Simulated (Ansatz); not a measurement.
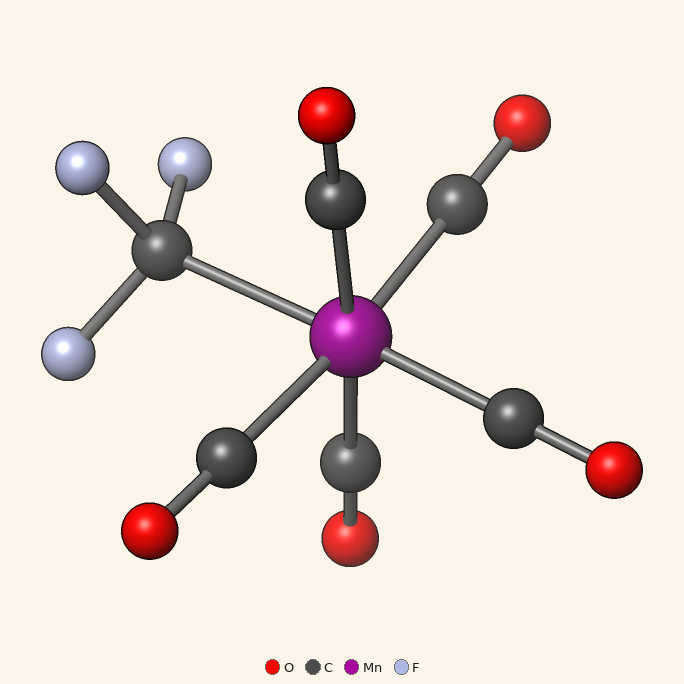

Charge 0, singlet. The geometry was computed by an optimisation with PBE0-D4/def2-TZVP.

**Give the formula.**

C6F3MnO5, 15 atoms: 6 carbon, 3 fluorine, 1 manganese and 5 oxygen.

**How many bonds of each kind are drawn?**

6 C–Mn, 5 C–O, 3 C–F. Sticks follow a distance rule.

The parts below concern this one geometry. Atoms keep their numbers from picture to picture.

Shape

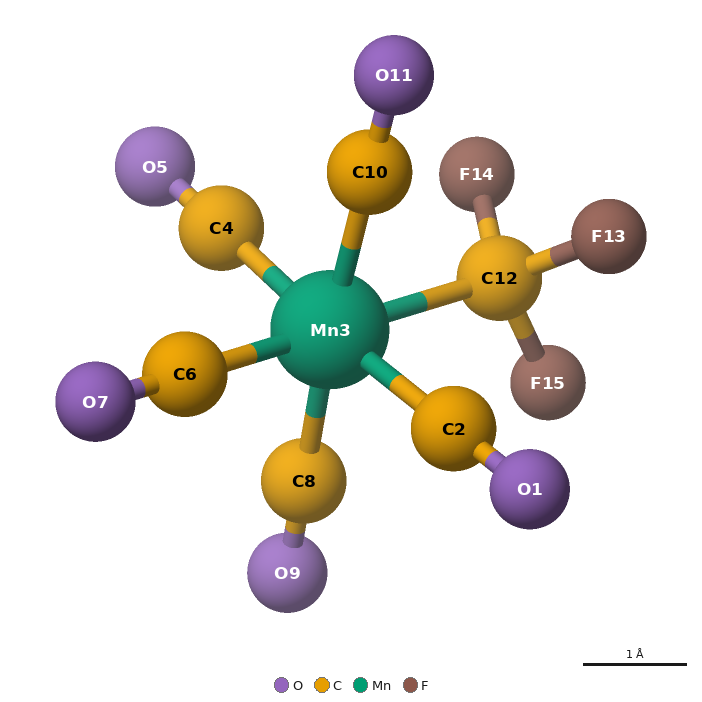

Atoms carry their numbers in the input.

What are the angles C2–Mn3–C4, C2–Mn3–C12, Mn3–C6–O7, Mn3–C8–O9, Mn3–C10–O11, Mn3–C12–F13, Mn3–C12–F14, Mn3–C12–F15, C4–Mn3–C12, C6–Mn3–C8, C8–Mn3–C10, F13–C12–F15?

```
      angle  degrees
  C2–Mn3–C4    173.8
 C2–Mn3–C12     85.2
  Mn3–C6–O7    179.6
  Mn3–C8–O9    179.6
Mn3–C10–O11    179.4
Mn3–C12–F13    113.1
Mn3–C12–F14    114.4
Mn3–C12–F15    114.2
 C4–Mn3–C12     88.6
  C6–Mn3–C8     93.0
 C8–Mn3–C10    173.8
F13–C12–F15    104.6
```

Levels of theory compared

Program: Ansatz 0.2.0.

Tabulate HOMO–LUMO gap (eV) at these levels: B3LYP-D4/def2-TZVPP; B97M-V/def2-TZVPP; BLYP-D4/def2-TZVPP; PBE0-D4/def2-SVP; SPW92 (LDA)/def2-TZVPP; r2SCAN-D4/def2-TZVPP; r2SCAN0-D4/def2-TZVPP; revPBE-D4/def2-TZVPP; ωB97M-V/def2-TZVPP.

```
                 level  HOMO–LUMO gap (eV)
   B3LYP-D4/def2-TZVPP                6.15
     B97M-V/def2-TZVPP                4.77
    BLYP-D4/def2-TZVPP                4.27
      PBE0-D4/def2-SVP                6.64
SPW92 (LDA)/def2-TZVPP                4.30
  r2SCAN-D4/def2-TZVPP                4.70
 r2SCAN0-D4/def2-TZVPP                6.97
  revPBE-D4/def2-TZVPP                4.34
    ωB97M-V/def2-TZVPP               11.07
```

Dipole moment

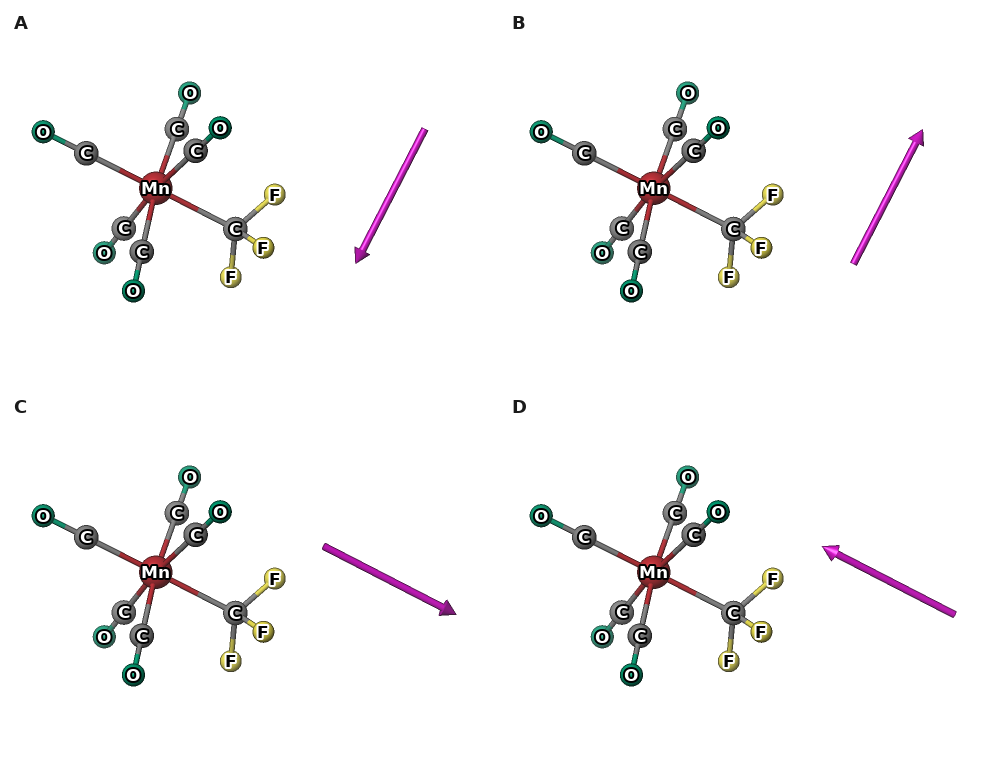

The same molecule four times, each with an arrow. Method: RKS r2SCAN-D4/def2-TZVPP (Ansatz 0.2.0).

**Which arrow points along the dipole moment, from the negative to the positive end?**

D. The dipole moment is 2.72 D.

Charges

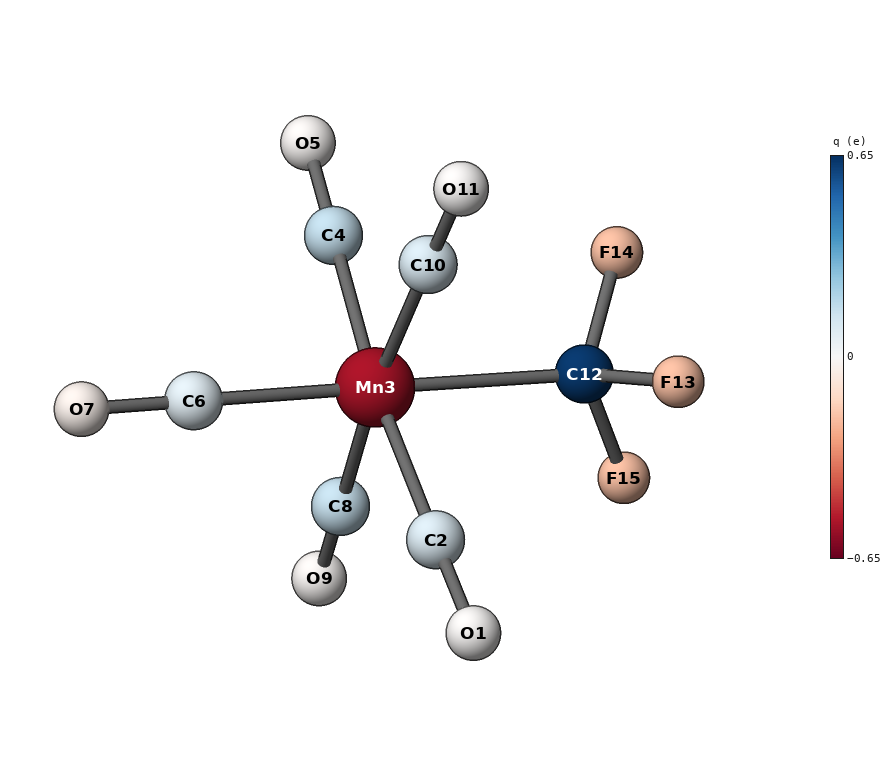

Atoms are coloured by their Mulliken charges. Properties computed with RKS B3LYP-D4/def2-TZVPP (Ansatz 0.2.0).

Give the Mulliken charges atom by atom.

```csv
atom,value (e)
O1,−0.01
C2,0.09
Mn3,−0.53
C4,0.15
O5,−0.01
C6,0.07
O7,−0.03
C8,0.15
O9,−0.01
C10,0.10
O11,−0.01
C12,0.62
F13,−0.20
F14,−0.20
F15,−0.20
```

Mulliken values depend strongly on the basis set and can even reverse the polarity of a bond.
